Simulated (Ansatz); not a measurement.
Take MgSe in the rock salt structure (space group Fm-3m, No. 225; a = 5.5084 Å) as the base.

Perturbation: Pt replaces 25.0 % of the Se, ordered in a cell of 8 atoms (starting symmetry I4/mmm) and fully relaxed.

Method: Kohn–Sham DFT with the PBE functional, run in Ansatz (a program for electronic structure) with PAW and 420 eV plane waves, scalar-relativistic without spin-orbit coupling.

The zone is the changed cell's own and can be folded.

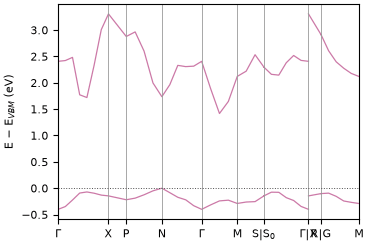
*Highest valence and lowest conduction band along the path of the changed cell's own zone*

Read the changed gap and its character from the plot.

About 1.42 eV, indirect, N → Γ–M (50 % along).

These are small ordered cells, not random alloys; other orderings at the same x differ. Spin-orbit coupling, missing from the scalar runs, can matter with Pt. No phonon test of stability was made. Labels are those of the standard path for the cell's own space group.
